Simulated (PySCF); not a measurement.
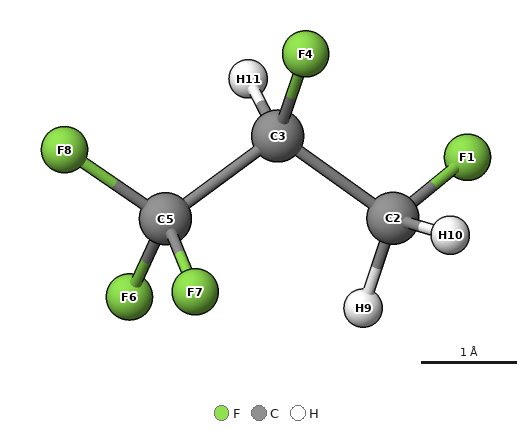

The structure (ball-and-stick view, seen at an oblique angle; atoms are numbered from 1 in the order of the input). Bond lengths as drawn: C–C 1.53 to 1.54 Å, C–F 1.33 to 1.37 Å and C–H 1.09 to 1.10 Å.

**C3H3F5: NMR shielding calculation**

System: C3H3F5 (1,1,1,2,3-pentafluoropropane), SMILES FC[C@H](F)C(F)(F)F.
Method: GIAO PBE0/pcSseg-1 NMR shielding, non-relativistic, gas phase (PySCF 2.14.0).

The geometry comes from this level: GFN2-xTB, NEB image 0 of 0 to 8. It belongs to a series of runs on one base structure; here: NEB image 0 of 0 to 8. Figures and captions count atoms from 1; the log counts them from 0 in places.

## The program's output
```
coarse grid: 10552 points
cycle   1  E = -614.4209765284  dE =  1.219e+00  |g| = 1.054e+00  |ddm| = 2.763e+00
cycle   2  E = -614.1879936025  dE =  2.330e-01  |g| = 1.656e+00  |ddm| = 1.439e+00
cycle   3  E = -614.6011274276  dE = -4.131e-01  |g| = 5.774e-02  |ddm| = 9.236e-01
cycle   4  E = -614.6014310835  dE = -3.037e-04  |g| = 4.147e-02  |ddm| = 5.189e-02
cycle   5  E = -614.6017093014  dE = -2.782e-04  |g| = 9.465e-03  |ddm| = 2.676e-02
cycle   6  E = -614.6017210800  dE = -1.178e-05  |g| = 2.126e-03  |ddm| = 5.496e-03
cycle   7  E = -614.6017218310  dE = -7.510e-07  |g| = 3.866e-04  |ddm| = 1.674e-03
final grid: 107760 points
cycle   8  E = -614.6818925798  dE = -5.632e-05  |g| = 7.841e-03  |ddm| = 2.190e-02
cycle   9  E = -614.6818822020  dE =  1.038e-05  |g| = 1.151e-02  |ddm| = 1.125e-02
cycle  10  E = -614.6819042821  dE = -2.208e-05  |g| = 7.622e-04  |ddm| = 6.192e-03
cycle  11  E = -614.6819043831  dE = -1.010e-07  |g| = 2.535e-04  |ddm| = 7.677e-04
cycle  12  E = -614.6819043930  dE = -9.839e-09  |g| = 6.676e-05  |ddm| = 1.777e-04
cycle  13  E = -614.6819043935  dE = -5.632e-10  |g| = 1.995e-05  |ddm| = 4.581e-05
```

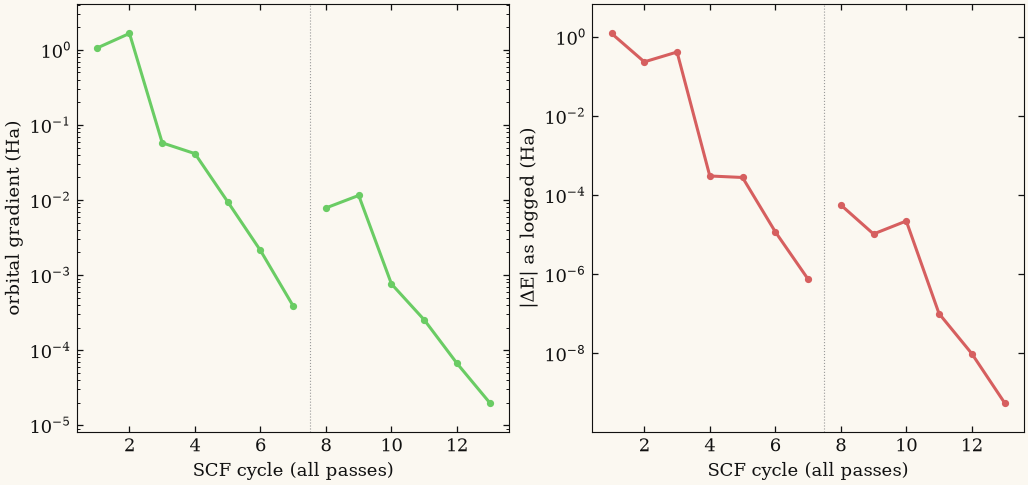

Convergence of the self-consistent field: orbital gradient and size of the energy change against the SCF cycle. The dotted line marks the change from a coarse to the final integration grid. The first 7 cycles use a coarse grid, the final grid takes over at cycle 8, and the field converges after 13 cycles in all.

```
converged SCF energy = -614.6819043935

GIAO shielding tensors (ppm)
atom      isotropic    diamagn.    paramagn.     s11        s22        s33       span
  0 F      426.580     469.236     -42.656    384.632    416.658    478.450     93.819
  1 C       99.809     243.470    -143.661     72.775     83.394    143.256     70.481
  2 C       90.508     243.922    -153.414     70.710     85.511    115.303     44.592
  3 F      401.745     471.226     -69.482    363.670    410.844    430.719     67.049
  4 C       55.924     242.225    -186.301     51.556     54.589     61.628     10.072
  5 F      262.422     473.751    -211.329    180.055    265.173    342.040    161.985
  6 F      270.071     473.518    -203.447    189.543    273.572    347.097    157.554
  7 F      263.318     470.401    -207.082    181.399    264.203    344.354    162.955
  8 H       26.573      28.497      -1.924     21.993     27.549     30.176      8.183
  9 H       26.458      27.891      -1.433     22.391     27.543     29.441      7.050
 10 H       26.467      28.518      -2.051     24.903     25.808     28.690      3.787
```

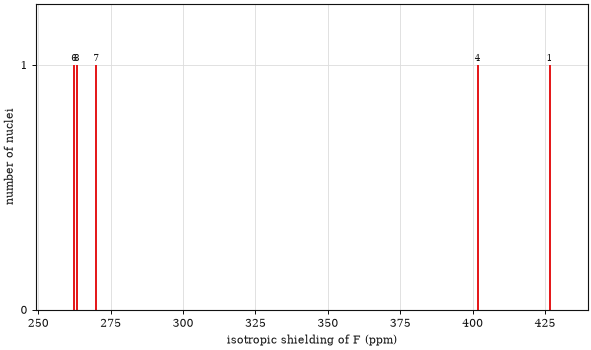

Isotropic shieldings of the fluorine nuclei in this fixed geometry, labelled by atom number; shielding grows to the right, so chemical shift grows to the left. The least shielded is F6 (262.4 ppm), the most shielded F1 (426.6 ppm).

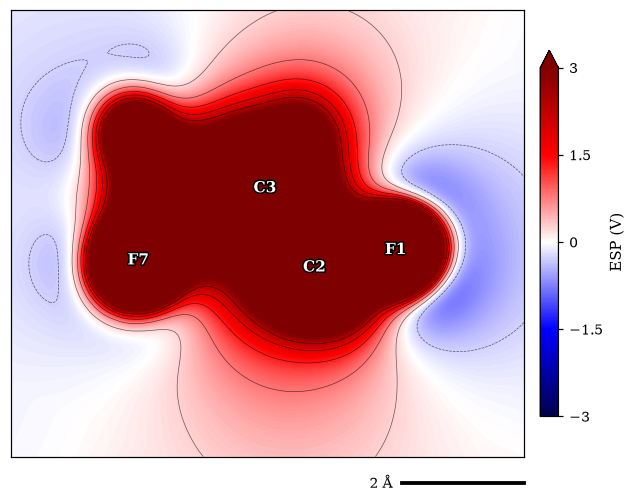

Electrostatic potential on the plane of atoms F1, C2 and C3. Atoms in the plane: F and C.

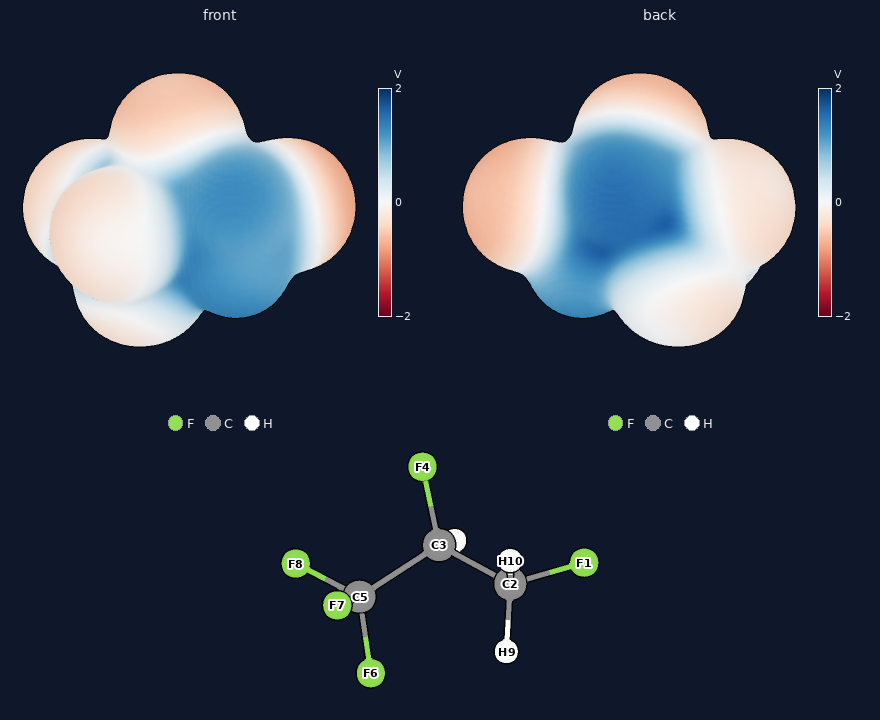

The electrostatic potential painted on the density surface at 0.002 e/bohr³, seen at a tilt and from behind; the colour scale runs from red (negative) to blue (positive). The bare structure is drawn below in the same view. Its dipole moment is 1.04 D.

This output came from the following input.

## Input file
```
{"job": {"kind": "nmr", "xc": "PBE0", "basis": "pcSseg-1", "pop": false}, "charge": 0, "multiplicity": 1}
F     -2.362500    -0.467600    -0.136600
C     -1.253800     0.313200     0.003600
C     -0.027800    -0.566300     0.254300
F      0.114900    -0.828200     1.588800
C      1.253000     0.134200    -0.224200
F      1.198200     0.354100    -1.545800
F      1.424500     1.322700     0.359300
F      2.342200    -0.592600     0.008800
H     -1.140600     0.881600    -0.925000
H     -1.420300     0.982000     0.854100
H     -0.122400    -1.530400    -0.263200
```

The first line tells a small driver script what to run in PySCF; the rest is the geometry in Å.

Command:
```bash
OMP_NUM_THREADS=1 python <driver script> task.json out
```

## Results in brief

```tsv
quantity	value
outcome	converged
total energy	−614.681904 hartree
HOMO	−10.06 eV
LUMO	1.48 eV
dipole moment	1.04 D
isotropic shielding, F	262.4 to 426.6 ppm
isotropic shielding, C	55.9 to 99.8 ppm
isotropic shielding, H	26.5 to 26.6 ppm
hardware	1 CPU thread, shared host
wall time	72 s
peak memory	0.72 GiB
```
